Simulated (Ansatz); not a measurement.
# Hf2SiBr: from a guess to a relaxed structure, part 2 of 3

Aim: relax a trial structure of Hf2SiBr and see where it ends.

Ansatz 0.2.0; DFT PBE, scalar-relativistic, plane waves, PAW.

## Step 3: Coarse relaxation

input.yaml, as its differences from that of step 2:

```diff
@@ -23 +23,6 @@
   eigenvalues: true
+relax:
+  adjacent_minimum: "off"
+  f_tol: 0.04
+  max_steps: 70
+  cell: { stress_tol: 0.4 }
```

Run with:

```
ansatz run input.yaml --threads 1 --pin off --max-ram 2048MiB --backend cpu --events-out ev --progress --plain --runs-dir out
```

Output:

```text
Warning: RAYON_NUM_THREADS=1 ignored (pool sized by the plan → 1); use --threads N
Engine: ansatz 0.2.0, aarch64-unknown-linux-gnu
Pseudopotentials: kind: paw
Pseudopotential: Hf, paw, valence charge 26, recommended cutoff 420 eV (normal), Hf.paw.azcp
Pseudopotential: Si, paw, valence charge 4, recommended cutoff 420 eV (normal), Si.paw.azcp
Pseudopotential: Br, paw, valence charge 7, recommended cutoff 420 eV (normal), Br.paw.azcp
Functional definition: PBE
  parameter kappa = 0.804
  parameter beta = 0.06672455060314922
  exchange = pbe_x(kappa = kappa, mu = beta*pi^2/3)
  correlation = pbe_c(beta = beta)
Crystal: 4 atoms, lattice volume = 100.067 Å³
Basis set: ecut = 420 eV, 1957 PW (Γ), exchange–correlation on 54×54×100 points (8 copies of the dense FFT grid, shifted against one another)
Bands: 38, of which v1, the nominal top of the filled ones, is band 32 counted from 1 (31 counted from 0)
Symmetry: 24 space group operations
Space group: P6/mmm (ITA 191), of the structure as read, at distance tolerance 4.6e-5 Å
k-points: 21 of 144
Non-local potential: Hf, projectors of the file, l = 0: 3, l = 1: 2, l = 2: 2, l = 3: 3
Non-local potential: Si, projectors of the file, l = 0: 2, l = 1: 2, l = 2: 2
Non-local potential: Br, projectors of the file, l = 0: 2, l = 1: 2, l = 2: 2
PAW form: soft (Blöchl's): semilocal exchange-correlation on the pseudo side does not see the compensation charge
PAW one-centre angular grid: Hf, 590 points (default); XC on 64 Gauss nodes
PAW one-centre angular grid: Si, 110 points (default); XC on 64 Gauss nodes
PAW one-centre angular grid: Br, 110 points (default); XC on 64 Gauss nodes
Initial density: superposition of atomic densities (neutral atoms: chi_scale 0, normalization atom), corrected by the library's trained network
Initial wavefunctions: pseudopotential atomic-orbital guess
Functional: x = pbe(κ = 0.804, μ = 0.2195149727645171), c = pbe(β = 0.06672455060314922)
SCF iter   1: F=—  HF=-34832.529664 eV  |F-HF|=—  |Δ(HF+E_count)|=         —  Δρ=3.71e-2  dr2=4.41e0  ethr=1.77e-3  ⟨swp⟩=6.5  Hψ=3700  notcnv=0
preconditioner: auto → LDOS  [metal: Δε(μ)=0.080 eV  Ē_g=11.549 eV  σ=0.100 eV  W_gap=0.39  n_scr=34 (ndim 8)  ℏωp=25.4 eV  f_vac=0.026  D(μ)=4.96/eV (n_scr^D=36)  β→1.0]
SCF iter   2: F=—  HF=-34831.675698 eV  |F-HF|=—  |Δ(HF+E_count)|=   8.54e-1  Δρ=1.58e-2  dr2=5.88e-1  ethr=1.77e-3  ⟨swp⟩=3.0  Hψ=1822  notcnv=0  defer=28
SCF iter   3: F=—  HF=-34831.613612 eV  |F-HF|=—  |Δ(HF+E_count)|=   6.21e-2  Δρ=8.60e-3  dr2=1.28e-1  ethr=9.33e-4  ⟨swp⟩=3.0  Hψ=1738  notcnv=0  defer=30
SCF iter   4: F=—  HF=-34831.593235 eV  |F-HF|=—  |Δ(HF+E_count)|=   2.04e-2  Δρ=3.67e-3  dr2=1.61e-2  ethr=2.04e-4  ⟨swp⟩=2.2  Hψ=1551  notcnv=0  defer=30
SCF iter   5: F=—  HF=-34831.578596 eV  |F-HF|=—  |Δ(HF+E_count)|=   1.46e-2  Δρ=1.14e-3  dr2=1.55e-3  ethr=2.56e-5  ⟨swp⟩=2.0  Hψ=1480  notcnv=0  defer=30
SCF iter   6: F=—  HF=-34831.578913 eV  |F-HF|=—  |Δ(HF+E_count)|=   3.17e-4  Δρ=2.56e-4  dr2=5.39e-5  ethr=2.46e-6  ⟨swp⟩=2.0  Hψ=1279  notcnv=0  defer=30
SCF iter   7: F=—  HF=-34831.579151 eV  |F-HF|=—  |Δ(HF+E_count)|=   2.38e-4  Δρ=7.30e-5  dr2=2.92e-6  ethr=8.56e-8  ⟨swp⟩=2.0  Hψ=1418  notcnv=0  defer=30
SCF iter   8: F=—  HF=-34831.579157 eV  |F-HF|=—  |Δ(HF+E_count)|=   5.63e-6  Δρ=1.24e-5  dr2=1.67e-7  ethr=4.64e-9  ⟨swp⟩=2.0  Hψ=1270  notcnv=0  defer=30
SCF iter   9: F=-34831.579157 eV  HF=-34831.579157 eV  |F-HF|=6.90e-9  |Δ(HF+E_count)|=   1.76e-7  Δρ=2.05e-6  dr2=2.93e-9  ethr=1.59e-10  ⟨swp⟩=12.3  Hψ=3934  notcnv=0
SCF 1 converged in 9 iterations: F = -34831.579157 eV  dr2 = 2.93e-9
relax step   1: F+E_penalty+E_count = -34831.57915705 eV  Δ(F+E_penalty+E_count) = +0.000e0 eV  max|allowed force component| = 7.360e0 eV/Å  Δτ_max = 0.0000 Å  P = +91.800 GPa  Ω = 100.067 Å³  (9 SCF iters, dr2 threshold 1.00e-7 eV, accepted)
Crystal: 4 atoms, lattice volume = 104.602 Å³
Basis set: ecut = 420 eV, 2077 PW (Γ), exchange–correlation on 54×54×100 points (8 copies of the dense FFT grid, shifted against one another)
Initial density: handed on by an earlier stage of this run
Initial wavefunctions: those handed on with the density
iter 1 solved again at ethr=8.94e-4 eV; its pass at ethr=3.10e-3 eV (dr2=5.63e-1 eV) is discarded
SCF iter   1: F=—  HF=-34839.465698 eV  |F-HF|=—  |Δ(HF+E_count)|=         —  Δρ=1.87e-2  dr2=5.69e-1  ethr=8.94e-4  ⟨swp⟩=1.0  Hψ=3760  notcnv=0
preconditioner: auto → LDOS  [metal: Δε(μ)=0.082 eV  Ē_g=11.107 eV  σ=0.100 eV  W_gap=0.41  n_scr=36 (ndim 8)  ℏωp=24.9 eV  f_vac=0.012  D(μ)=3.80/eV (n_scr^D=36)  β→1.0]
SCF iter   2: F=—  HF=-34839.278042 eV  |F-HF|=—  |Δ(HF+E_count)|=   1.88e-1  Δρ=8.39e-3  dr2=5.23e-2  ethr=8.94e-4  ⟨swp⟩=3.1  Hψ=1731  notcnv=0
preconditioner: auto → Kerker (q_TF=auto, 2.507 Å⁻¹)  [metal: Δε(μ)=0.028 eV  Ē_g=11.225 eV  σ=0.100 eV  W_gap=0.16  n_scr=36 (ndim 8)  ℏωp=24.9 eV  f_vac=0.009  D(μ)=5.34/eV (n_scr^D=36)  β→0.5]
SCF iter   3: F=—  HF=-34839.268790 eV  |F-HF|=—  |Δ(HF+E_count)|=   9.25e-3  Δρ=2.59e-3  dr2=1.23e-2  ethr=8.30e-5  ⟨swp⟩=2.1  Hψ=1697  notcnv=0  defer=28
SCF iter   4: F=—  HF=-34839.268789 eV  |F-HF|=—  |Δ(HF+E_count)|=   1.58e-6  Δρ=1.07e-3  dr2=1.87e-3  ethr=1.95e-5  ⟨swp⟩=2.0  Hψ=1270  notcnv=0  defer=28
SCF iter   5: F=—  HF=-34839.267183 eV  |F-HF|=—  |Δ(HF+E_count)|=   1.61e-3  Δρ=5.07e-4  dr2=3.68e-4  ethr=2.96e-6  ⟨swp⟩=2.0  Hψ=1428  notcnv=0  defer=28
SCF iter   6: F=—  HF=-34839.267367 eV  |F-HF|=—  |Δ(HF+E_count)|=   1.84e-4  Δρ=1.42e-4  dr2=7.08e-5  ethr=5.85e-7  ⟨swp⟩=2.1  Hψ=1301  notcnv=0  defer=28
SCF iter   7: F=—  HF=-34839.267365 eV  |F-HF|=—  |Δ(HF+E_count)|=   1.72e-6  Δρ=5.37e-5  dr2=1.07e-5  ethr=1.12e-7  ⟨swp⟩=2.3  Hψ=1058  notcnv=0  defer=28
SCF iter   8: F=—  HF=-34839.267365 eV  |F-HF|=—  |Δ(HF+E_count)|=   3.99e-7  Δρ=2.27e-5  dr2=2.38e-6  ethr=1.70e-8  ⟨swp⟩=2.0  Hψ=893  notcnv=0  defer=28
SCF iter   9: F=-34839.267365 eV  HF=-34839.267365 eV  |F-HF|=3.65e-8  |Δ(HF+E_count)|=   4.88e-8  Δρ=8.08e-6  dr2=1.61e-7  ethr=6.35e-10  ⟨swp⟩=9.2  Hψ=4145  notcnv=0
SCF 2 converged in 9 iterations: F = -34839.267365 eV  dr2 = 1.61e-7
relax step   2: F+E_penalty+E_count = -34839.26736526 eV  Δ(F+E_penalty+E_count) = -7.688e0 eV  max|allowed force component| = 7.566e-1 eV/Å  Δτ_max = 0.0345 Å  P = +62.673 GPa  Ω = 104.602 Å³  energy of the carried Pulay correction = -3.747e-3 eV  (9 SCF iters, dr2 threshold 4.00e-7 eV, accepted)
Crystal: 4 atoms, lattice volume = 108.685 Å³
Basis set: ecut = 420 eV, 2163 PW (Γ), exchange–correlation on 54×54×100 points (8 copies of the dense FFT grid, shifted against one another)
iter 1 solved again at ethr=8.64e-4 eV; its pass at ethr=3.10e-3 eV (dr2=5.44e-1 eV) is discarded
SCF iter   1: F=—  HF=-34844.915331 eV  |F-HF|=—  |Δ(HF+E_count)|=         —  Δρ=1.34e-2  dr2=5.65e-1  ethr=8.64e-4  ⟨swp⟩=1.0  Hψ=3794  notcnv=0
preconditioner: auto → LDOS  [metal: Δε(μ)=0.040 eV  Ē_g=11.057 eV  σ=0.100 eV  W_gap=0.22  n_scr=36 (ndim 8)  ℏωp=24.4 eV  f_vac=0.011  D(μ)=4.79/eV (n_scr^D=36)  β→1.0]
SCF iter   2: F=—  HF=-34844.821503 eV  |F-HF|=—  |Δ(HF+E_count)|=   9.38e-2  Δρ=4.83e-3  dr2=4.99e-2  ethr=8.64e-4  ⟨swp⟩=3.0  Hψ=1463  notcnv=0
preconditioner: auto → Kerker (q_TF=auto, 2.491 Å⁻¹)  [metal: Δε(μ)=0.063 eV  Ē_g=10.957 eV  σ=0.100 eV  W_gap=0.34  n_scr=36 (ndim 8)  ℏωp=24.4 eV  f_vac=0.010  D(μ)=4.79/eV (n_scr^D=36)  β→0.5]
SCF iter   3: F=—  HF=-34844.815798 eV  |F-HF|=—  |Δ(HF+E_count)|=   5.70e-3  Δρ=2.05e-3  dr2=6.26e-3  ethr=7.91e-5  ⟨swp⟩=2.0  Hψ=1455  notcnv=0  defer=5
SCF iter   4: F=—  HF=-34844.814382 eV  |F-HF|=—  |Δ(HF+E_count)|=   1.42e-3  Δρ=1.13e-3  dr2=1.75e-3  ethr=9.93e-6  ⟨swp⟩=2.0  Hψ=1436  notcnv=0  defer=5
SCF iter   5: F=—  HF=-34844.813570 eV  |F-HF|=—  |Δ(HF+E_count)|=   8.12e-4  Δρ=4.68e-4  dr2=3.61e-4  ethr=2.78e-6  ⟨swp⟩=2.1  Hψ=1296  notcnv=0  defer=5
SCF iter   6: F=—  HF=-34844.813520 eV  |F-HF|=—  |Δ(HF+E_count)|=   5.00e-5  Δρ=1.12e-4  dr2=2.79e-5  ethr=5.73e-7  ⟨swp⟩=2.0  Hψ=1423  notcnv=0  defer=5
SCF iter   7: F=—  HF=-34844.813523 eV  |F-HF|=—  |Δ(HF+E_count)|=   3.50e-6  Δρ=3.70e-5  dr2=2.43e-6  ethr=4.43e-8  ⟨swp⟩=2.0  Hψ=1223  notcnv=0  defer=5
SCF iter   8: F=—  HF=-34844.813524 eV  |F-HF|=—  |Δ(HF+E_count)|=   1.48e-7  Δρ=1.60e-5  dr2=6.25e-7  ethr=6.35e-10  ⟨swp⟩=11.1  Hψ=4691  notcnv=0
SCF iter   9: F=-34844.813524 eV  HF=-34844.813524 eV  |F-HF|=6.38e-8  |Δ(HF+E_count)|=   2.14e-7  Δρ=5.44e-6  dr2=8.28e-8  ethr=6.35e-10  ⟨swp⟩=5.1  Hψ=3362  notcnv=0
SCF 3 converged in 9 iterations: F = -34844.813524 eV  dr2 = 8.28e-8
relax step   3: F+E_penalty+E_count = -34844.81352376 eV  Δ(F+E_penalty+E_count) = -5.546e0 eV  max|allowed force component| = 9.664e-1 eV/Å  Δτ_max = 0.0131 Å  P = +46.996 GPa  Ω = 108.685 Å³  energy of the carried Pulay correction = -6.983e-3 eV  (9 SCF iters, dr2 threshold 4.00e-7 eV, accepted)
[... from here on, the SCF cycles and remarks between the steps are left out ...]
relax step   4: F+E_penalty+E_count = -34849.00969115 eV  Δ(F+E_penalty+E_count) = -4.196e0 eV  max|allowed force component| = 2.749e-1 eV/Å  Δτ_max = 0.0154 Å  P = +32.643 GPa  Ω = 112.477 Å³  energy of the carried Pulay correction = -9.876e-3 eV  (9 SCF iters, dr2 threshold 4.00e-7 eV, accepted)
relax step   5: F+E_penalty+E_count = -34852.21943329 eV  Δ(F+E_penalty+E_count) = -3.210e0 eV  max|allowed force component| = 7.317e-1 eV/Å  Δτ_max = 0.0095 Å  P = +23.960 GPa  Ω = 115.471 Å³  energy of the carried Pulay correction = -1.209e-2 eV  (10 SCF iters, dr2 threshold 4.00e-7 eV, accepted)
relax step   6: F+E_penalty+E_count = -34854.74478868 eV  Δ(F+E_penalty+E_count) = -2.525e0 eV  max|allowed force component| = 2.921e-1 eV/Å  Δτ_max = 0.0159 Å  P = +15.395 GPa  Ω = 117.904 Å³  energy of the carried Pulay correction = -1.384e-2 eV  (10 SCF iters, dr2 threshold 4.00e-7 eV, accepted)
relax step   7: F+E_penalty+E_count = -34856.62313837 eV  Δ(F+E_penalty+E_count) = -1.878e0 eV  max|allowed force component| = 1.438e-2 eV/Å  Δτ_max = 0.0121 Å  P = +7.469 GPa  Ω = 118.220 Å³  energy of the carried Pulay correction = -1.407e-2 eV  (9 SCF iters, dr2 threshold 4.00e-7 eV, accepted)
relax step   8: F+E_penalty+E_count = -34858.22208918 eV  Δ(F+E_penalty+E_count) = -1.599e0 eV  max|allowed force component| = 1.530e-2 eV/Å  Δτ_max = 0.0080 Å  P = +0.851 GPa  Ω = 113.582 Å³  energy of the carried Pulay correction = -1.070e-2 eV  (9 SCF iters, dr2 threshold 4.00e-7 eV, accepted)
relax step   9: F+E_penalty+E_count = -34859.34116309 eV  Δ(F+E_penalty+E_count) = -1.119e0 eV  max|allowed force component| = 4.959e-2 eV/Å  Δτ_max = 0.0046 Å  P = -1.694 GPa  Ω = 104.550 Å³  energy of the carried Pulay correction = -3.706e-3 eV  (8 SCF iters, dr2 threshold 4.00e-7 eV, accepted)
relax step  10: F+E_penalty+E_count = -34859.90821901 eV  Δ(F+E_penalty+E_count) = -5.671e-1 eV  max|allowed force component| = 1.051e-1 eV/Å  Δτ_max = 0.0043 Å  P = -0.393 GPa  Ω = 94.684 Å³  energy of the carried Pulay correction = +4.674e-3 eV  (9 SCF iters, dr2 threshold 4.00e-7 eV, accepted)
relax step  11: F+E_penalty+E_count = -34859.95545192 eV  Δ(F+E_penalty+E_count) = -4.723e-2 eV  max|allowed force component| = 1.006e-1 eV/Å  Δτ_max = 0.0124 Å  P = -0.459 GPa  Ω = 91.852 Å³  energy of the carried Pulay correction = +7.239e-3 eV  (8 SCF iters, dr2 threshold 4.00e-7 eV, accepted)
relax step  12: F+E_penalty+E_count = -34859.95800945 eV  Δ(F+E_penalty+E_count) = -2.558e-3 eV  max|allowed force component| = 5.933e-3 eV/Å  Δτ_max = 0.0053 Å  P = +0.080 GPa  Ω = 91.756 Å³  energy of the carried Pulay correction = +7.328e-3 eV  (8 SCF iters, dr2 threshold 4.00e-7 eV, accepted)
relax step  13: F+E_penalty+E_count = -34860.35655977 eV  Δ(F+E_penalty+E_count) = -3.986e-1 eV  max|allowed force component| = 1.115e-2 eV/Å  Δτ_max = 0.0000 Å  P = +4.195 GPa  Ω = 91.756 Å³  stress off target by 1.18e1 GPa  SCF on the basis re-selected at this cell (its energy is not comparable with the rows above)  (7 SCF iters)
relax step  14: F+E_penalty+E_count = -34860.44880702 eV  Δ(F+E_penalty+E_count) = -9.225e-2 eV  max|allowed force component| = 7.688e-2 eV/Å  Δτ_max = 0.0009 Å  P = +0.800 GPa  Ω = 94.366 Å³  energy of the carried Pulay correction = -5.398e-4 eV  (8 SCF iters, dr2 threshold 4.00e-7 eV, accepted)
relax step  15: F+E_penalty+E_count = -34860.45284545 eV  Δ(F+E_penalty+E_count) = -4.038e-3 eV  max|allowed force component| = 1.011e-2 eV/Å  Δτ_max = 0.0061 Å  P = -0.244 GPa  Ω = 95.294 Å³  energy of the carried Pulay correction = -7.276e-4 eV  (8 SCF iters, dr2 threshold 4.00e-7 eV, accepted)
relax step  16: F+E_penalty+E_count = -34860.45320271 eV  Δ(F+E_penalty+E_count) = -3.573e-4 eV  max|allowed force component| = 1.632e-3 eV/Å  Δτ_max = 0.0009 Å  P = +0.035 GPa  Ω = 95.000 Å³  energy of the carried Pulay correction = -6.704e-4 eV  (7 SCF iters, dr2 threshold 4.00e-7 eV, accepted)
iter 1 solved again at ethr=2.64e-7 eV; its pass at ethr=3.10e-3 eV (dr2=1.67e-4 eV) is discarded
SCF iter   1: F=—  HF=-34860.453787 eV  |F-HF|=—  |Δ(HF+E_count)|=         —  Δρ=4.34e-5  dr2=2.46e-7  ethr=2.64e-7  ⟨swp⟩=4.0  Hψ=5117  notcnv=0
preconditioner: auto → Kerker (q_TF=auto, 2.548 Å⁻¹)  [metal: Δε(μ)=0.021 eV  Ē_g=10.928 eV  σ=0.100 eV  W_gap=0.12  n_scr=38 (ndim 8)  ℏωp=26.1 eV  f_vac=0.000  D(μ)=5.85/eV (n_scr^D=64)]
SCF iter   2: F=—  HF=-34860.453846 eV  |F-HF|=—  |Δ(HF+E_count)|=   5.86e-5  Δρ=2.69e-5  dr2=2.41e-7  ethr=3.90e-10  ⟨swp⟩=3.6  Hψ=1978  notcnv=0
SCF iter   3: F=—  HF=-34860.453846 eV  |F-HF|=—  |Δ(HF+E_count)|=   1.01e-7  Δρ=1.57e-5  dr2=6.38e-8  ethr=3.83e-10  ⟨swp⟩=2.0  Hψ=1305  notcnv=0
SCF iter   4: F=—  HF=-34860.453846 eV  |F-HF|=—  |Δ(HF+E_count)|=   9.09e-8  Δρ=2.57e-6  dr2=2.79e-9  ethr=1.01e-10  ⟨swp⟩=2.0  Hψ=1326  notcnv=0
iter 5 did not close the SCF: its close was put off for the readings that it lacked (scf_convergence_deferred on its scf_iter line)
SCF iter   5: F=-34860.453846 eV  HF=-34860.453846 eV  |F-HF|=2.91e-10  |Δ(HF+E_count)|=   2.83e-9  Δρ=5.72e-7  dr2=5.24e-10  ethr=4.43e-12  ⟨swp⟩=2.1  Hψ=1467  notcnv=0
SCF iter   6: F=-34860.453846 eV  HF=-34860.453846 eV  |F-HF|=5.82e-11  |Δ(HF+E_count)|=  2.18e-11  Δρ=1.62e-7  dr2=1.01e-10  ethr=1.00e-12  ⟨swp⟩=3.5  Hψ=3310  notcnv=0
SCF 17 converged in 6 iterations: F = -34860.453846 eV  dr2 = 1.01e-10
relax step  17: F+E_penalty+E_count = -34860.45384588 eV  Δ(F+E_penalty+E_count) = -6.432e-4 eV  max|allowed force component| = 1.649e-3 eV/Å  Δτ_max = 0.0000 Å  P = +0.034 GPa  Ω = 95.000 Å³  stress off target by 6.75e-2 GPa  SCF on the basis re-selected at this cell (its energy is not comparable with the rows above)  (6 SCF iters)
basis re-selected at this cell: Δ(F+E_penalty+E_count) = -6.432e-4 eV, ΔP = -0.001 GPa vs the last step (what re-selecting the basis moved, of the pressure what is left beyond the Pulay correction that the steps carried, after the strain that the cell walked since its last selection, with what the two solves' SCF thresholds leave and, on support functions, any second-order correction that the steps lacked; it is no measure of the basis error at this ecutwfc). This SCF's stress stands 6.75e-2 GPa from its target on what of the cell is left free (relax.cell.stress_tol is 4.00e-1 GPa) and its largest allowed force component is 1.65e-3 eV/Å (relax.f_tol is 4.00e-2 eV/Å): within both
SCF converged after 6 iterations
Free energy (F): -34860.453846 eV
Harris-Foulkes:  -34860.453846 eV  (|F-HF|=5.82e-11)
Internal energy: -34860.424605 eV  (E = F + TS)
E sigma→0 (E₀):  -34860.439226 eV
Entropy (-TS):   -0.029241 eV (-7.310 meV/atom)
Fermi energy:    12.277612 eV
--- Per-component energies (eV) ---
  E_band       = -273.611211
  E_kinetic    = 1016.650640
  E_local      = -14414.237744  (includes V_loc(G=0)·N_el)
  E_nonlocal   = -2392.156963
  E_hartree    = 6680.490654
  E_xc         = -917.133500
  E_vxc        = -679.036706  (∫ρ·V_xc dr)
  E_paw        = -16612.757622  (= ΣΔE_a)
  E_vpaw       = 2834.188496  (= ΣTr[D̂ρ^β])
  E_aug_tail   = 0.000005  (compensation charges beyond the density's cutoff)
  E_ewald      = -8221.280076
  E_smearing   = -0.029241  (= −TS)
  E_closure    = -0.000000  (closes the sum)
  Σ components = -34860.453846   (vs F -34860.453846, Δ=0.00e0)
--- Forces (eV/Å), atoms counted from 1 ---
  atom   1  Hf     0.00000000     0.00000000     0.00164936
  atom   2  Hf     0.00000000     0.00000000    -0.00164936
  atom   3  Si     0.00000000     0.00000000     0.00000000
  atom   4  Br    -0.00000000     0.00000000     0.00000000
  max |Σ_I F_I| component: 2.17e-19 eV/Å
--- Stress (GPa, compression-positive) ---
        0.017929      -0.000000       0.000000
       -0.000000       0.017929       0.000000
        0.000000       0.000000       0.067475
  P = ⅓ Tr σ = 0.0344 GPa (0.344 kbar)
--- Band table (eV; the first three rows and the last of 21) ---
  k-point 0: bands = ["-49.9693", "-49.9693", "-18.7406", "-18.7321", "-18.3352", "-18.3352", "-18.3351", "-18.3351", "-4.3789", "0.0416", "0.0416", "0.0616", "0.0616", "0.0617", "0.0617", "0.0659", "0.0764", "0.0940", "0.0940", "0.0947", "0.0947", "0.1113", "0.1113", "3.0057", "5.2736", "8.0461", "8.0908", "9.9832", "11.3833", "11.3833", "13.7890", "13.7890", "13.8157", "13.8157", "14.4083", "15.8426", "15.8426", "15.9339"]
  k-point 1: bands = ["-49.9693", "-49.9693", "-18.7398", "-18.7329", "-18.3352", "-18.3352", "-18.3351", "-18.3351", "-4.3785", "0.0416", "0.0416", "0.0616", "0.0616", "0.0617", "0.0617", "0.0650", "0.0777", "0.0940", "0.0940", "0.0947", "0.0947", "0.1113", "0.1113", "2.9577", "5.4912", "7.4298", "8.4957", "9.9690", "11.3841", "11.3841", "13.7929", "13.7929", "13.8118", "13.8118", "14.7730", "15.6099", "15.6099", "16.2292"]
  k-point 2: bands = ["-49.9693", "-49.9692", "-18.7388", "-18.7338", "-18.3352", "-18.3352", "-18.3351", "-18.3351", "-4.3780", "0.0416", "0.0416", "0.0617", "0.0617", "0.0617", "0.0617", "0.0642", "0.0788", "0.0940", "0.0940", "0.0946", "0.0946", "0.1113", "0.1113", "2.9134", "5.7801", "7.0047", "8.6357", "9.9554", "11.3850", "11.3850", "13.8012", "13.8012", "13.8034", "13.8034", "15.4479", "15.5088", "15.5088", "15.8649"]
  k-point 20: bands = ["-49.9349", "-49.9348", "-18.6797", "-18.6797", "-18.6796", "-18.6796", "-18.6585", "-18.6545", "-2.9816", "0.0538", "0.0539", "0.0697", "0.0697", "0.0698", "0.0698", "0.0743", "0.0743", "0.0753", "0.0753", "0.0840", "0.0932", "0.0933", "0.1086", "6.4998", "7.3191", "7.3191", "8.0071", "9.9444", "9.9444", "11.3838", "12.1746", "12.1746", "12.1820", "12.1820", "13.5924", "13.5924", "14.1892", "14.1892"]
--- Relaxed structure (15 steps of the walk, 15 accepted, 2 SCFs on fresh bases) ---
  F+E_penalty+E_count = -34860.45384588 eV   max|allowed force component| = 1.649e-3 eV/Å   (the final SCF, on the basis selected at the relaxed cell)
  cell:  # Å, volume = 94.9999 Å³
    - [3.2290509179196825, 2.3331555672315073e-9, 0.0]
    - [-1.614525460980413, 2.796440123865328, 0.0]
    - [0.0, 0.0, 10.520657866964594]
  atoms:
    - { symbol: Hf, position: [7.138358457481447e-36, 3.366843964903772e-36, 0.25417372057558774] }
    - { symbol: Hf, position: [-2.4440159109497347e-36, -4.7507266907815025e-36, 0.7458262794244125] }
    - { symbol: Si, position: [-7.253381650556563e-36, 5.677090092132711e-36, 0.0] }
    - { symbol: Br, position: [2.5590391040248483e-36, -4.293207366254982e-36, 0.5] }
```

Run time: 1.8 min. Hardware: 1 thread of Arm Neoverse V1, shared host; peak memory 0.4 GiB.

Relaxation path:

| step | energy from step 1 (eV/cell) | largest force component (eV/Å) | pressure (GPa) | volume (Å³) |
| --- | --- | --- | --- | --- |
| 1 | 0.0000 | 7.3600 | 91.80 | 100.07 |
| 2 | -7.6882 | 0.7566 | 62.67 | 104.60 |
| 3 | -13.2344 | 0.9664 | 47.00 | 108.68 |
| 4 | -17.4305 | 0.2749 | 32.64 | 112.48 |
| 5 | -20.6403 | 0.7317 | 23.96 | 115.47 |
| 6 | -23.1656 | 0.2921 | 15.40 | 117.90 |
| 7 | -25.0440 | 0.0144 | 7.47 | 118.22 |
| 8 | -26.6429 | 0.0153 | 0.85 | 113.58 |
| 9 | -27.7620 | 0.0496 | -1.69 | 104.55 |
| 10 | -28.3291 | 0.1051 | -0.39 | 94.68 |
| 11 | -28.3763 | 0.1006 | -0.46 | 91.85 |
| 12 | -28.3789 | 0.0059 | 0.08 | 91.76 |
| 13 | -28.7774 | 0.0111 | 4.20 | 91.76 |
| 14 | -28.8697 | 0.0769 | 0.80 | 94.37 |
| 15 | -28.8737 | 0.0101 | -0.24 | 95.29 |
| 16 | -28.8740 | 0.0016 | 0.04 | 95.00 |
| 17 | -28.8747 | 0.0016 | 0.03 | 95.00 |

Step 1 is the start. Steps 13, 17 each repeat the geometry before them on a plane-wave basis chosen anew, so the energy can jump there without any move.

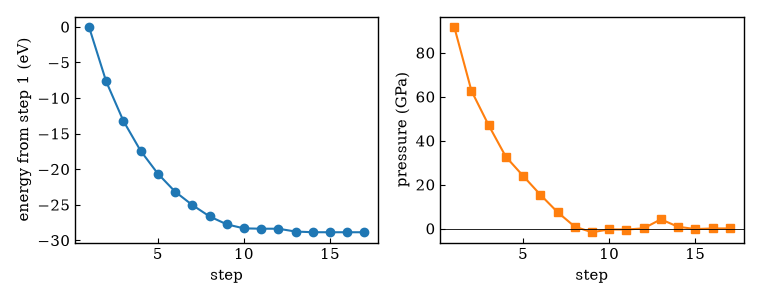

Energy and pressure along the relaxation.

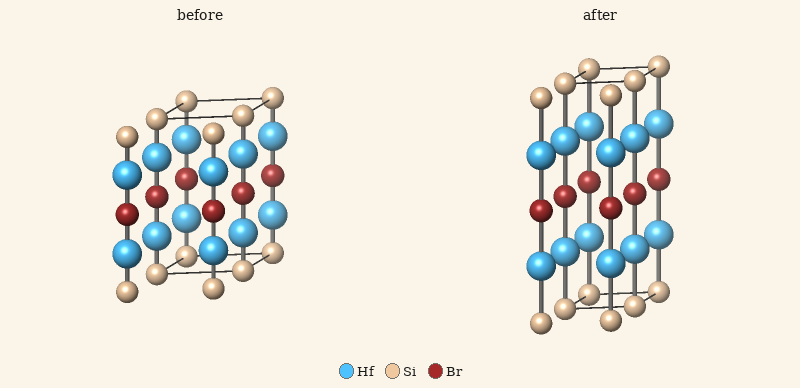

Before and after, at one scale.

|  | before | after | change |
| --- | --- | --- | --- |
| a (Å) | 3.995 | 3.229 | -19.2 % |
| b (Å) | 3.995 | 3.229 | -19.2 % |
| c (Å) | 7.239 | 10.521 | +45.3 % |
| volume (Å³/atom) | 25.02 | 23.75 | -5.1 % |
| shortest distance (Å) | 1.780 | 2.586 | +45.3 % |
| space group (0.01 Å) | P6/mmm | P6/mmm | same |

The run keeps the 24 symmetry operations of the start, so it could not have lowered the symmetry.

(Part 2 of 3 ends here.)
